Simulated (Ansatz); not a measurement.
# How Ag(100) screens a field

Where does the screening charge of Ag(100) sit?

Method: plane-wave DFT, r2SCAN, Ansatz PAW, in Ansatz 0.2.0.

### Step 1. Starting point

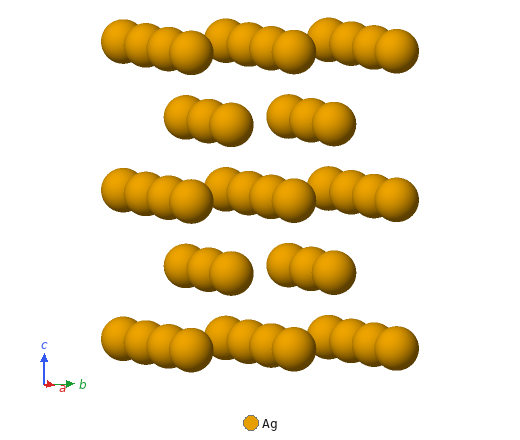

Start, viewed from the side, with the c axis up; silver orange. 3×2×1 cells are drawn. Some periodic images of atoms are drawn too.

The cell holds 5 atoms: 5 Ag. Its edges and angles: a = 2.892 Å, b = 2.892 Å, c = 26.180 Å, α = 90.0°, β = 90.0°, γ = 90.0°. Vacuum lies along c.

### Step 2. Single point, field 0

A sawtooth potential applies the field, turning back in the middle of the vacuum. With the dipole correction the typed value is the field outside the slab. The induced dipole is small, so the SCF threshold is tight.

The input, input.yaml:

```yaml
crystal:
  lattice:
    - [2.8920667351, 0.0, 0.0]
    - [0.0, 2.8920667351, 0.0]
    - [0.0, 0.0, 26.18]
  atoms:
    - { symbol: Ag, position: [0.0, 0.0, 0.3437738732] }
    - { symbol: Ag, position: [0.5, 0.5, 0.4218869366] }
    - { symbol: Ag, position: [0.0, 0.0, 0.5] }
    - { symbol: Ag, position: [0.5, 0.5, 0.5781130634] }
    - { symbol: Ag, position: [0.0, 0.0, 0.6562261268] }
kpoints:
  mp_grid: { grid: [18, 18, 1] }
hamiltonian:
  xc: r2scan
scf:
  occupations: { method: fermi_dirac, width: 0.1 }
  convergence: { dr2_threshold: 1.0e-10 }
efield:
  axis: 3
  dipole_correction: true
  ramp_position: 0.97
  ramp_width: 0.06
  amplitude: 0
output:
  forces: true
  write_potential: true
  write_density: true
  volumetric_format: npy
```

The run is started by

```
> ansatz run input.yaml --threads 4 --pin off --max-ram 6144MiB --backend cpu --events-out ev --progress --plain --runs-dir out
```

Numbers of over 12 decimals in the logs are rounded to 6 here.

Log:

```text
Engine: ansatz 0.2.0, aarch64-unknown-linux-gnu
Pseudopotentials: kind: paw
Pseudopotential: Ag, paw, valence charge 19, recommended cutoff 500 eV (meta_gga), Ag.paw.azcp
Functional definition: r2SCAN
  parameter k0 = 0.174
  parameter k1 = 0.065
  parameter a1 = 4.9479
  exchange = r2scan_x(k0 = k0, k1 = k1, a1 = a1)
  correlation = r2scan_c
Crystal: 5 atoms, lattice volume = 218.971 Å³
Basis set: ecut = 500 eV, 5623 PW (Γ), exchange–correlation on 96×96×768 points (64 copies of the dense FFT grid, shifted against one another)
Bands: 57, of which v1, the nominal top of the filled ones, is band 48 counted from 1 (47 counted from 0)
Symmetry: 8 space group operations
k-points: 55 of 324
Non-local potential: Ag, projectors of the file, l = 0: 3, l = 1: 2, l = 2: 2, l = 3: 1
PAW form: soft (Blöchl's): semilocal exchange-correlation on the pseudo side does not see the compensation charge
PAW frozen core: Ag, regenerated for the run's functional (the file was generated under x = pbe(κ = 0.804, μ = 0.219515), c = pbe(β = 0.066725))
PAW one-centre angular grid: Ag, 590 points (default); XC on 160 Gauss nodes
Initial density: superposition of atomic densities (neutral atoms: chi_scale 0, normalization atom), corrected by the library's trained network
Initial wavefunctions: pseudopotential atomic-orbital guess
Functional: x = r2scan, c = r2scan; τ floored in thin density (d = 2e-4 eV/Å³)
SCF iter   1: F=—  HF=-38018.708107 eV  |F-HF|=—  |Δ(HF+E_count)|=         —  Δρ=6.96e-3  dr2=1.02e-1  dr2_τ=3.37e-3  ethr=1.77e-3  p=0.000 e·Å  D=5.97e-14 V/Å  ΔV_dip=-0.00 eV  dr2_dipole=1.33e-9  V_vac-E_F(+/−)=4.25/4.25 eV  ⟨swp⟩=7.8  Hψ=12905  notcnv=0  defer=38
efield: sawtooth ramp at fractional position 0.9700 (set: `efield.ramp_position`, or a place that a band, a saddle search or an elastic batch's reference lends), width 0.0600; the density the first Hamiltonian is built on has a dipole p = 0.000 e·Å; the dipole correction subtracts the counter field D = 5.97e-14 V/Å, which shifts the + side's vacuum level by -0.00 eV against the − side's; the planar-averaged density in the ramp window peaks in size at 5.0e-6 e/Å³
preconditioner: auto → LDOS  [metal: Δε(μ)=0.037 eV  Ē_g=9.669 eV  σ=0.100 eV  W_gap=0.09  n_scr=46 (ndim 8)  ℏωp=18.6 eV  f_vac=0.566  D(μ)=1.29/eV (n_scr^D=8)  β→1.0]
SCF iter   2: F=—  HF=-38018.735037 eV  |F-HF|=—  |Δ(HF+E_count)|=   2.69e-2  Δρ=8.95e-3  dr2=1.43e-1  dr2_τ=7.20e-3  ethr=1.07e-4  p=0.000 e·Å  D=1.02e-6 V/Å  ΔV_dip=-0.00 eV  dr2_dipole=2.36e-9  V_vac-E_F(+/−)=4.11/4.11 eV  ⟨swp⟩=2.3  Hψ=6635  notcnv=0  defer=151
SCF iter   3: F=—  HF=-38018.697319 eV  |F-HF|=—  |Δ(HF+E_count)|=   3.77e-2  Δρ=1.73e-3  dr2=5.25e-3  dr2_τ=3.50e-4  ethr=1.07e-4  p=-0.000 e·Å  D=-1.40e-6 V/Å  ΔV_dip=0.00 eV  dr2_dipole=3.73e-10  V_vac-E_F(+/−)=4.18/4.18 eV  ⟨swp⟩=2.0  Hψ=5613  notcnv=0  defer=151
SCF iter   4: F=—  HF=-38018.695768 eV  |F-HF|=—  |Δ(HF+E_count)|=   1.55e-3  Δρ=2.04e-4  dr2=7.75e-5  dr2_τ=6.67e-6  ethr=5.52e-6  p=-0.000 e·Å  D=-4.94e-7 V/Å  ΔV_dip=0.00 eV  dr2_dipole=1.08e-10  V_vac-E_F(+/−)=4.18/4.18 eV  ⟨swp⟩=2.9  Hψ=6592  notcnv=0  defer=151
SCF iter   5: F=—  HF=-38018.695819 eV  |F-HF|=—  |Δ(HF+E_count)|=   5.04e-5  Δρ=1.65e-4  dr2=5.23e-5  dr2_τ=2.94e-6  ethr=8.16e-8  p=-0.000 e·Å  D=-1.05e-7 V/Å  ΔV_dip=0.00 eV  dr2_dipole=3.33e-11  V_vac-E_F(+/−)=4.18/4.18 eV  ⟨swp⟩=2.2  Hψ=5822  notcnv=0  defer=151
SCF iter   6: F=—  HF=-38018.695813 eV  |F-HF|=—  |Δ(HF+E_count)|=   6.22e-6  Δρ=1.97e-5  dr2=8.13e-7  dr2_τ=3.73e-8  ethr=5.51e-8  p=-0.000 e·Å  D=-1.84e-8 V/Å  ΔV_dip=0.00 eV  dr2_dipole=6.06e-12  V_vac-E_F(+/−)=4.18/4.18 eV  ⟨swp⟩=2.0  Hψ=4498  notcnv=0  defer=151
SCF iter   7: F=—  HF=-38018.695978 eV  |F-HF|=—  |Δ(HF+E_count)|=   1.65e-4  Δρ=5.09e-6  dr2=1.15e-7  dr2_τ=3.92e-9  ethr=8.56e-10  p=0.000 e·Å  D=3.46e-8 V/Å  ΔV_dip=-0.00 eV  dr2_dipole=3.75e-13  V_vac-E_F(+/−)=4.18/4.18 eV  ⟨swp⟩=3.1  Hψ=6215  notcnv=0  defer=151
SCF iter   8: F=—  HF=-38018.695978 eV  |F-HF|=—  |Δ(HF+E_count)|=   1.29e-7  Δρ=2.75e-6  dr2=2.08e-8  dr2_τ=1.23e-9  ethr=1.21e-10  p=-0.000 e·Å  D=-2.52e-8 V/Å  ΔV_dip=0.00 eV  dr2_dipole=3.88e-14  V_vac-E_F(+/−)=4.18/4.18 eV  ⟨swp⟩=2.1  Hψ=4793  notcnv=0  defer=151
SCF iter   9: F=—  HF=-38018.695978 eV  |F-HF|=—  |Δ(HF+E_count)|=   1.48e-8  Δρ=8.42e-7  dr2=1.69e-9  dr2_τ=1.05e-10  ethr=2.19e-11  p=0.000 e·Å  D=3.56e-9 V/Å  ΔV_dip=-0.00 eV  dr2_dipole=3.02e-18  V_vac-E_F(+/−)=4.18/4.18 eV  ⟨swp⟩=2.1  Hψ=4539  notcnv=0  defer=151
SCF iter  10: F=—  HF=-38018.695978 eV  |F-HF|=—  |Δ(HF+E_count)|=  6.69e-10  Δρ=2.81e-7  dr2=1.05e-10  dr2_τ=1.05e-11  ethr=1.78e-12  p=-0.000 e·Å  D=-2.99e-9 V/Å  ΔV_dip=0.00 eV  dr2_dipole=6.54e-15  V_vac-E_F(+/−)=4.18/4.18 eV  ⟨swp⟩=2.6  Hψ=5547  notcnv=0  defer=151
iter 11 met the thresholds in force, and the SCF goes on: an eigenvalue changes by 4.67 meV, over its tolerance of 1.04 meV (output.eigenvalues, Limitations)
SCF iter  11: F=-38018.695978 eV  HF=-38018.695978 eV  |F-HF|=1.46e-10  |Δ(HF+E_count)|=  8.73e-10  Δρ=1.31e-7  dr2=3.65e-11  dr2_τ=2.53e-12  ethr=1.00e-12  p=-0.000 e·Å  D=-3.74e-11 V/Å  ΔV_dip=0.00 eV  dr2_dipole=1.54e-16  V_vac-E_F(+/−)=4.18/4.18 eV  ⟨swp⟩=15.7  Hψ=18827  notcnv=0
iter 12 met the thresholds in force, and the SCF goes on: an eigenvalue changes by 4.23 meV, over its tolerance of 1.01 meV (output.eigenvalues, Limitations)
SCF iter  12: F=-38018.695978 eV  HF=-38018.695978 eV  |F-HF|=2.18e-10  |Δ(HF+E_count)|=  1.46e-11  Δρ=5.57e-8  dr2=4.26e-12  dr2_τ=4.22e-13  ethr=1.00e-12  p=-0.000 e·Å  D=-3.47e-10 V/Å  ΔV_dip=0.00 eV  dr2_dipole=1.02e-16  V_vac-E_F(+/−)=4.18/4.18 eV  ⟨swp⟩=6.2  Hψ=15117  notcnv=0
Mixer restart at iter 12: flushing history
SCF iter  13: F=-38018.695978 eV  HF=-38018.695978 eV  |F-HF|=7.28e-12  |Δ(HF+E_count)|=  3.42e-10  Δρ=7.40e-8  dr2=1.52e-11  dr2_τ=5.99e-13  ethr=1.00e-12  p=0.000 e·Å  D=1.27e-8 V/Å  ΔV_dip=-0.00 eV  dr2_dipole=1.21e-13  V_vac-E_F(+/−)=4.18/4.18 eV  ⟨swp⟩=8.0  Hψ=15845  notcnv=0
SCF 1 converged in 13 iterations: F = -38018.695978 eV  dr2 = 1.52e-11
  greatest PAW one-centre occupation: 1.001 electrons in one spin orbital (limit 2), on the Ag atom at site 4 (counted from 0), in its partial waves of l = 1
WARN: The output density's exchange-correlation potential varies sharply where the density is thin. Do not read a vacuum level from v_tot or v_xc, or from such a field of the output density. On a cell that repeats whose density bears no net charge and no dipole along the vacuum's axis use v_es (v_loc + v_h of the components); under efield.dipole_correction with no amplitude use v_es + v_field, which holds any externa [...]
SCF converged after 13 iterations
an eigenvalue changed by more than its tolerance at an iteration that met the thresholds in force, so the SCF went on 2 times, its first undamped step at iteration 12: the last check found none over its tolerance
Free energy (F): -38018.695978 eV
Harris-Foulkes:  -38018.695978 eV  (|F-HF|=7.28e-12)
Internal energy: -38018.653169 eV  (E = F + TS)
E sigma→0 (E₀):  -38018.674573 eV
Entropy (-TS):   -0.042809 eV (-8.562 meV/atom)
Fermi energy:    4.236450 eV
Dipole field:    D = -0.000000 V/Å  (p = -0.000001 e·Å, saw-weighted, corrected)
Work function:   Φ+ = 4.1769 eV   Φ− = 4.1769 eV
Levels:          The Fermi level and band energies are counted from a zero that moves with the ramp; work functions are not
--- Per-component energies (eV) ---
  E_band       = -2507.497639
  E_kinetic    = 2639.948908
  E_local      = -172197.219259  (includes V_loc(G=0)·N_el)
  E_nonlocal   = 407.727740
  E_hartree    = 84999.327562
  E_xc         = -890.123315
  E_vxc        = -1312.052622  (∫ρ·V_xc dr)
  E_paw        = -19613.608355  (= ΣΔE_a)
  E_vpaw       = -2139.487815  (= ΣTr[D̂ρ^β])
  E_aug_tail   = 0.000303  (compensation charges beyond the density's cutoff)
  E_vtau       = 94.929881  (kinetic-family band-sum trace: ∫τ·v_τ [+ j·A + Jᵃ·Aᵃ] dr)
  E_efield     = 0.000000  (sawtooth field / dipole correction)
  E_vefield    = 0.000000  (∫n·V_field dr)
  E_ewald      = 66637.839800
  E_core_change = -2.546554  (= ΣΔE_core)
  E_smearing   = -0.042809  (= −TS)
  E_closure    = -0.000000  (closes the sum)
  Σ components = -38018.695978   (vs F -38018.695978, Δ=0.00e0)
--- Forces (eV/Å), atoms counted from 1 ---
  atom   1  Ag    -0.00000000     0.00000000     0.07697388
  atom   2  Ag     0.00000000     0.00000000    -0.14159606
  atom   3  Ag     0.00000000     0.00000000    -0.00000001
  atom   4  Ag    -0.00000000     0.00000000     0.14159600
  atom   5  Ag    -0.00000000     0.00000000    -0.07697387
  max |Σ_I F_I| component: 5.67e-8 eV/Å
--- Band table (eV; the first three rows and the last of 55) ---
  k-point 0: bands = [... 44 lower, 0.8629, 0.9133, 1.0347, 1.0347, 2.2648, 4.4154, 5.6768, 8.3421, ... 5 higher]
  k-point 1: bands = [... 44 lower, 0.8282, 0.8917, 0.9262, 1.0432, 2.3907, 4.5170, 5.8087, 8.3972, ... 5 higher]
  k-point 2: bands = [... 44 lower, 0.7939, 0.8802, 0.9895, 1.0473, 2.7000, 4.8030, 6.1771, 8.5623, ... 5 higher]
  k-point 54: bands = [... 44 lower, 1.3949, 6.5908, 6.5908, 8.1270, 8.1270, 10.1008, 10.1008, 11.2291, ... 5 higher]
```

Wall time 1.9 min (4 threads of Arm Neoverse N1, shared host); peak memory 1.2 GiB; 7.2 min of CPU time.

Reading the cycles: dr2 is the Hartree energy of the density residual (eV), the measure of convergence; HF is the Harris–Foulkes estimate of the energy, which meets the free energy F at convergence.

Numbers from this step:

| Property | Result |
| --- | --- |
| energy at zero smearing | -38018.6746 eV |
| work function, upper face | 4.177 eV |
| dipole along the normal | -5.27e-7 e·Å |

Running mean over 2.045 Å of the planar mean; the ramp of the sawtooth is left out. Table of electron's electrostatic potential energy less the Fermi level by z:

| z (Å) | electron's electrostatic potential energy less the Fermi level (eV) |
| --- | --- |
| 4 | 4.18 |
| 6 | 4.13 |
| 8 | -1.25 |
| 10 | -5.98 |
| 12 | -6.04 |
| 14 | -6.03 |
| 16 | -6.00 |
| 18 | -2.47 |
| 20 | 4.10 |
| 22 | 4.18 |

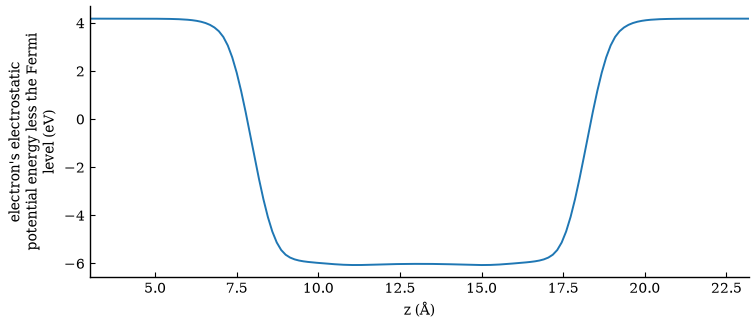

Electron's electrostatic potential energy less the Fermi level against z.

Force by atom:

| atom | x (eV/Å) | y (eV/Å) | z (eV/Å) | size |
| --- | --- | --- | --- | --- |
| Ag1 | 0.000 | 0.000 | 0.077 | 0.077 |
| Ag2 | 0.000 | 0.000 | -0.142 | 0.142 |
| Ag3 | 0.000 | 0.000 | 0.000 | 0.000 |
| Ag4 | 0.000 | 0.000 | 0.142 | 0.142 |
| Ag5 | 0.000 | 0.000 | -0.077 | 0.077 |

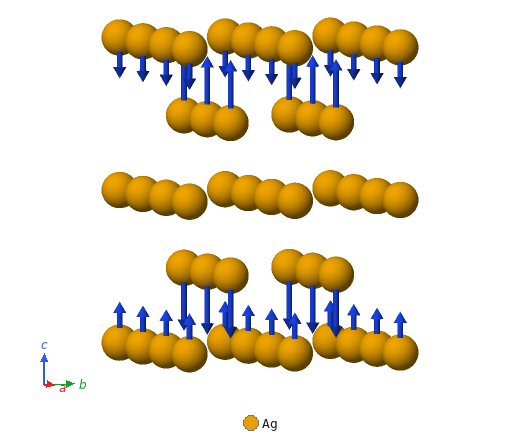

Force as arrows, the longest 0.142 eV/Å. 3×2×1 cells are drawn. Some periodic images of atoms are drawn too.

The work function of the upper face is 4.18 eV.

### Step 3. Single point, field 0.05 V/Å

input.yaml: that of step 2 with these lines changed.

```diff
@@ -23,3 +23,3 @@
   ramp_width: 0.06
-  amplitude: 0
+  amplitude: 0.05
 output:
```

Log:

```text
[...]
Crystal: 5 atoms, lattice volume = 218.971 Å³
Basis set: ecut = 500 eV, 5623 PW (Γ), exchange–correlation on 96×96×768 points (64 copies of the dense FFT grid, shifted against one another)
Bands: 57, of which v1, the nominal top of the filled ones, is band 48 counted from 1 (47 counted from 0)
Symmetry: 8 space group operations
k-points: 55 of 324
[...]
k-point 0: bands = [... 44 lower, 0.8627, 0.9131, 1.0345, 1.0345, 2.2645, 4.4150, 5.6766, 8.2744, ... 5 higher]
  k-point 1: bands = [... 44 lower, 0.8280, 0.8915, 0.9260, 1.0430, 2.3905, 4.5167, 5.8084, 8.3302, ... 5 higher]
  k-point 2: bands = [... 44 lower, 0.7938, 0.8800, 0.9893, 1.0471, 2.6998, 4.8027, 6.1768, 8.4974, ... 5 higher]
  k-point 54: bands = [... 44 lower, 1.3957, 6.5907, 6.5907, 8.1268, 8.1268, 10.1006, 10.1006, 11.2289, ... 5 higher]
[key lines of the parts left out:]
SCF converged after 13 iterations
Free energy (F): -38018.696633 eV
Fermi energy:    4.236254 eV
Dipole field:    D = 0.021664 V/Å  (p = 0.026216 e·Å, saw-weighted, corrected)
```

Wall time 2.3 min (4 threads); peak memory 1.3 GiB.

The dipole is 0.0262 e·Å.

### Step 4. Single point, field -0.05 V/Å

input.yaml: that of step 3 with these lines changed.

```diff
@@ -23,3 +23,3 @@
   ramp_width: 0.06
-  amplitude: 0.05
+  amplitude: -0.05
 output:
```

Log:

```text
[...]
Crystal: 5 atoms, lattice volume = 218.971 Å³
Basis set: ecut = 500 eV, 5623 PW (Γ), exchange–correlation on 96×96×768 points (64 copies of the dense FFT grid, shifted against one another)
Bands: 57, of which v1, the nominal top of the filled ones, is band 48 counted from 1 (47 counted from 0)
Symmetry: 8 space group operations
k-points: 55 of 324
[...]
k-point 0: bands = [... 44 lower, 0.8627, 0.9131, 1.0345, 1.0345, 2.2645, 4.4150, 5.6766, 8.2744, ... 5 higher]
  k-point 1: bands = [... 44 lower, 0.8280, 0.8915, 0.9260, 1.0430, 2.3905, 4.5167, 5.8084, 8.3302, ... 5 higher]
  k-point 2: bands = [... 44 lower, 0.7938, 0.8800, 0.9893, 1.0471, 2.6998, 4.8027, 6.1768, 8.4974, ... 5 higher]
  k-point 54: bands = [... 44 lower, 1.3957, 6.5907, 6.5907, 8.1268, 8.1268, 10.1006, 10.1006, 11.2289, ... 5 higher]
[key lines of the parts left out:]
SCF converged after 13 iterations
Free energy (F): -38018.696633 eV
Fermi energy:    4.236254 eV
Dipole field:    D = -0.021664 V/Å  (p = -0.026216 e·Å, saw-weighted, corrected)
```

The job ended after 1.8 min (4 threads; peak memory 1.3 GiB).

The dipole is -0.0262 e·Å.

### Step 5. Atoms held, field 0.1 V/Å

input.yaml: that of step 4 with these lines changed.

```diff
@@ -23,3 +23,3 @@
   ramp_width: 0.06
-  amplitude: -0.05
+  amplitude: 0.1
 output:
```

Log:

```text
[...]
Crystal: 5 atoms, lattice volume = 218.971 Å³
Basis set: ecut = 500 eV, 5623 PW (Γ), exchange–correlation on 96×96×768 points (64 copies of the dense FFT grid, shifted against one another)
Bands: 57, of which v1, the nominal top of the filled ones, is band 48 counted from 1 (47 counted from 0)
Symmetry: 8 space group operations
k-points: 55 of 324
[...]
k-point 0: bands = [... 44 lower, 0.8621, 0.9126, 1.0339, 1.0339, 2.2639, 4.4139, 5.6760, 8.1335, ... 5 higher]
  k-point 1: bands = [... 44 lower, 0.8275, 0.8909, 0.9255, 1.0424, 2.3899, 4.5156, 5.8078, 8.1900, ... 5 higher]
  k-point 2: bands = [... 44 lower, 0.7932, 0.8795, 0.9888, 1.0465, 2.6992, 4.8016, 6.1759, 8.3593, ... 5 higher]
  k-point 54: bands = [... 44 lower, 1.3962, 6.5901, 6.5901, 8.1263, 8.1263, 10.1001, 10.1001, 11.2283, ... 5 higher]
[key lines of the parts left out:]
SCF converged after 14 iterations
Free energy (F): -38018.698599 eV
Fermi energy:    4.235665 eV
Dipole field:    D = 0.043336 V/Å  (p = 0.052441 e·Å, saw-weighted, corrected)
```

Wall time 1.8 min (4 threads); peak memory 1.2 GiB.

The dipole is 0.0524 e·Å.

### Step 6. Atoms held, field -0.1 V/Å

input.yaml: that of step 5 with these lines changed.

```diff
@@ -23,3 +23,3 @@
   ramp_width: 0.06
-  amplitude: 0.1
+  amplitude: -0.1
 output:
```

Log:

```text
[...]
Crystal: 5 atoms, lattice volume = 218.971 Å³
Basis set: ecut = 500 eV, 5623 PW (Γ), exchange–correlation on 96×96×768 points (64 copies of the dense FFT grid, shifted against one another)
Bands: 57, of which v1, the nominal top of the filled ones, is band 48 counted from 1 (47 counted from 0)
Symmetry: 8 space group operations
k-points: 55 of 324
[...]
k-point 0: bands = [... 44 lower, 0.8621, 0.9126, 1.0339, 1.0339, 2.2639, 4.4139, 5.6760, 8.1335, ... 5 higher]
  k-point 1: bands = [... 44 lower, 0.8275, 0.8909, 0.9255, 1.0424, 2.3899, 4.5156, 5.8078, 8.1900, ... 5 higher]
  k-point 2: bands = [... 44 lower, 0.7932, 0.8795, 0.9888, 1.0465, 2.6992, 4.8016, 6.1759, 8.3593, ... 5 higher]
  k-point 54: bands = [... 44 lower, 1.3962, 6.5901, 6.5901, 8.1263, 8.1263, 10.1001, 10.1001, 11.2283, ... 5 higher]
[key lines of the parts left out:]
SCF converged after 14 iterations
Free energy (F): -38018.698599 eV
Fermi energy:    4.235665 eV
Dipole field:    D = -0.043336 V/Å  (p = -0.052441 e·Å, saw-weighted, corrected)
```

Elapsed: 1.8 min, on 4 threads; peak memory 1.2 GiB; 7.1 min of CPU time.

The dipole is -0.0524 e·Å.

### Step 7. Single point, field 0.2 V/Å

input.yaml: that of step 6 with these lines changed.

```diff
@@ -23,3 +23,3 @@
   ramp_width: 0.06
-  amplitude: -0.1
+  amplitude: 0.2
 output:
```

Log:

```text
[...]
Crystal: 5 atoms, lattice volume = 218.971 Å³
Basis set: ecut = 500 eV, 5623 PW (Γ), exchange–correlation on 96×96×768 points (64 copies of the dense FFT grid, shifted against one another)
Bands: 57, of which v1, the nominal top of the filled ones, is band 48 counted from 1 (47 counted from 0)
Symmetry: 8 space group operations
k-points: 55 of 324
[...]
k-point 0: bands = [... 44 lower, 0.8597, 0.9105, 1.0317, 1.0317, 2.2615, 4.4095, 5.6734, 7.7893, ... 5 higher]
  k-point 1: bands = [... 44 lower, 0.8252, 0.8888, 0.9233, 1.0402, 2.3875, 4.5112, 5.8049, 7.8463, ... 5 higher]
  k-point 2: bands = [... 44 lower, 0.7911, 0.8772, 0.9866, 1.0443, 2.6967, 4.7973, 6.1722, 8.0175, ... 5 higher]
  k-point 54: bands = [... 44 lower, 1.3961, 6.5878, 6.5878, 8.1241, 8.1241, 10.0979, 10.0979, 11.2260, ... 5 higher]
[key lines of the parts left out:]
SCF converged after 16 iterations
Free energy (F): -38018.706465 eV
Fermi energy:    4.233292 eV
Dipole field:    D = 0.086684 V/Å  (p = 0.104897 e·Å, saw-weighted, corrected)
```

The job ended after 1.9 min (4 threads; peak memory 1.3 GiB).

The dipole is 0.105 e·Å.

### Step 8. Single point, field -0.2 V/Å

input.yaml: that of step 7 with these lines changed.

```diff
@@ -23,3 +23,3 @@
   ramp_width: 0.06
-  amplitude: 0.2
+  amplitude: -0.2
 output:
```

Log:

```text
[...]
Crystal: 5 atoms, lattice volume = 218.971 Å³
Basis set: ecut = 500 eV, 5623 PW (Γ), exchange–correlation on 96×96×768 points (64 copies of the dense FFT grid, shifted against one another)
Bands: 57, of which v1, the nominal top of the filled ones, is band 48 counted from 1 (47 counted from 0)
Symmetry: 8 space group operations
k-points: 55 of 324
[...]
k-point 0: bands = [... 44 lower, 0.8597, 0.9105, 1.0317, 1.0317, 2.2615, 4.4095, 5.6734, 7.7893, ... 5 higher]
  k-point 1: bands = [... 44 lower, 0.8252, 0.8888, 0.9233, 1.0402, 2.3875, 4.5112, 5.8049, 7.8463, ... 5 higher]
  k-point 2: bands = [... 44 lower, 0.7911, 0.8772, 0.9866, 1.0443, 2.6967, 4.7973, 6.1722, 8.0175, ... 5 higher]
  k-point 54: bands = [... 44 lower, 1.3961, 6.5878, 6.5878, 8.1241, 8.1241, 10.0979, 10.0979, 11.2260, ... 5 higher]
[key lines of the parts left out:]
SCF converged after 16 iterations
Free energy (F): -38018.706465 eV
Fermi energy:    4.233292 eV
Dipole field:    D = -0.086684 V/Å  (p = -0.104897 e·Å, saw-weighted, corrected)
```

Run time: 1.9 min. Hardware: 4 threads; peak memory 1.2 GiB.

The dipole is -0.105 e·Å.

(Continued in part 2 of 2.)

[Logs are printed without paths, hosts, clocks, repeated set-up lines and the standing remarks that a program may print on its own settings, such as how far it seeks lower states.]

[Hosts, paths, dates, database ids (printed as entryN), source tags and the programs' standing remarks are cut or masked in the printed files.]

[Maps of the electrostatic potential energy from Ansatz leave out the sawtooth potential of an applied field or a dipole correction, so their vacuum need not be flat; planar profiles and work functions include it.]
